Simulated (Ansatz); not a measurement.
# CH6OSi: rigid scan of one bond length, by script

How does the energy of CH6OSi change as one bond is stretched? Wanted for CH6OSi: a rigid scan of one bond length. SMILES: C[SiH2]O.

All numbers are computed with Ansatz 0.2.0 through its Python package. Level of theory: r2SCAN/def2-SVP.

### Step 1. Starting point

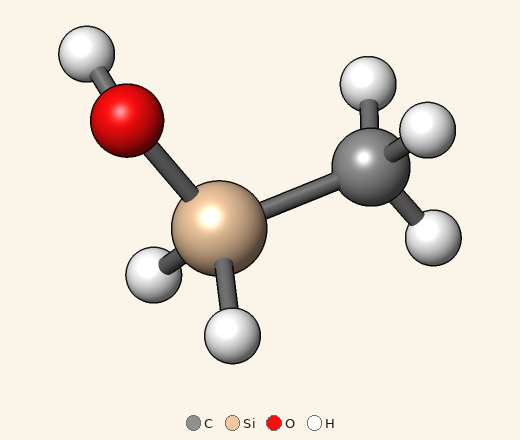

The starting structure, viewed from a chosen angle; carbon grey, silicon light orange, oxygen red, hydrogen white.

No structure file is read: the coordinates are typed or built in the script.

### Step 2. Script

scan_ch6osi.py reads:

```python
"""Stretching a bond of CH6OSi, the rest held rigid."""

import ansatz
from ase import Atoms
import matplotlib.pyplot as plt
import numpy as np

BASIS = "def2-SVP"
XC = "r2scan"

atoms = Atoms(["C", "Si", "O", "H", "H", "H", "H", "H", "H"], positions=[
    (-0.7413, 0.586, -0.5874),
    (0.4906, -0.5639, -0.0183),
    (1.2566, -0.0394, 1.3295),
    (-1.2326, 0.2631, -1.4898),
    (-0.3425, 1.5888, -0.8774),
    (-1.5432, 0.8253, 0.173),
    (1.5183, -0.7995, -1.081),
    (-0.1127, -1.8316, 0.3184),
    (0.7953, -0.0751, 2.216),
])
mol = ansatz.Crystal.molecule_from_ase(atoms)

symbols = [site.symbol for site in mol.cartesian_sites]
start = np.array([site.position_ang for site in mol.cartesian_sites])
axis = (start[2] - start[1]) / np.linalg.norm(start[2] - start[1])
moving = [2, 8]
lengths, energies = [1.44, 1.506, 1.571, 1.637, 1.702, 1.768, 1.833, 1.931], []
for length in lengths:
    xyz = start.copy()
    xyz[moving] += (length - np.linalg.norm(start[2] - start[1])) * axis
    point = ansatz.Crystal.molecule()
    for symbol, place in zip(symbols, xyz):
        point = point.atom(symbol, place.tolist())
    calculation = point.calculation().basis(gaussian=BASIS).functional(XC)
    summary = calculation.run(threads=1).report
    energies.append(summary["free_energy_ev"])
    print(f"r = {length:6.3f} A  E = {energies[-1]:.5f} eV  <S^2> = {abs(summary['mean_field']['state']['spin_squared']):.3f}")

# quartic fit about the minimum
fit = np.polynomial.Polynomial.fit(lengths, np.array(energies) - min(energies), 4).convert()
roots = [r.real for r in fit.deriv().roots() if abs(r.imag) < 1e-9 and fit.deriv(2)(r.real) > 0]
r_e = min(roots, key=lambda r: abs(r - lengths[int(np.argmin(energies))]))
print(f"minimum of the fit at {r_e:.4f} A, force constant {fit.deriv(2)(r_e):.2f} eV/A^2")
plt.figure(figsize=(4.5, 3))
plt.plot(lengths, np.array(energies) - min(energies), "o-")
plt.xlabel("bond length (A)")
plt.ylabel("E - E(min) (eV)")
plt.tight_layout()
plt.savefig("scan.png", dpi=100)
```

### Step 3. Launch

Run with:

```sh
python scan_ch6osi.py
```

The log of the run:

```text
r =  1.440 A  E = -11051.78191 eV  <S^2> = 0.000
r =  1.506 A  E = -11052.47675 eV  <S^2> = 0.000
r =  1.571 A  E = -11052.85844 eV  <S^2> = 0.000
r =  1.637 A  E = -11053.02389 eV  <S^2> = 0.000
r =  1.702 A  E = -11053.02953 eV  <S^2> = 0.000
r =  1.768 A  E = -11052.92175 eV  <S^2> = 0.000
r =  1.833 A  E = -11052.73742 eV  <S^2> = 0.000
r =  1.931 A  E = -11052.36604 eV  <S^2> = 0.000
minimum of the fit at 1.6704 A, force constant 30.81 eV/A^2
```

It took 26 s on 1 thread of Arm Neoverse V2, shared host; peak memory 0.23 GiB.

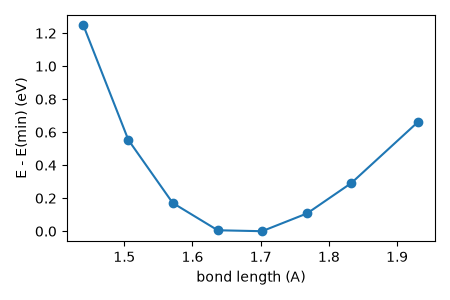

scan.png, as the script drew it.

### Step 4. Run by run

One row for each of the 8 runs:

```
run  distance (Å)  energy from run 5 (eV)  SCF cycles  CPU time (s)
  1          1.44                  1.2476          16           3.1
  2          1.51                  0.5528          16           3.1
  3          1.57                  0.1711          16           3.1
  4          1.64                  0.0056          16           3.1
  5          1.70                  0.0000          16             3
  6          1.77                  0.1078          16           3.1
  7          1.83                  0.2921          16             3
  8          1.93                  0.6635          16           3.1
```

### Step 5. Summary of results

| quantity | value |
| --- | --- |
| bond length at the fit's minimum | 1.6704 Å |
| runs compared | 8 |
| range of energy | 1.248 eV |
| lowest point, distance (Å) | 1.70 |

**Reading.** The curve has its lowest point inside the range, at 1.70. The ends stand 1.25 and 0.663 eV above it. The distance scanned is the script's pair 1, 2. Caveats:
- The rest of the molecule is held rigid at a force-field or estimated start geometry, and the basis set is modest; single-reference methods fail as a bond breaks.
- The orbitals are restricted, so S² is zero by construction.
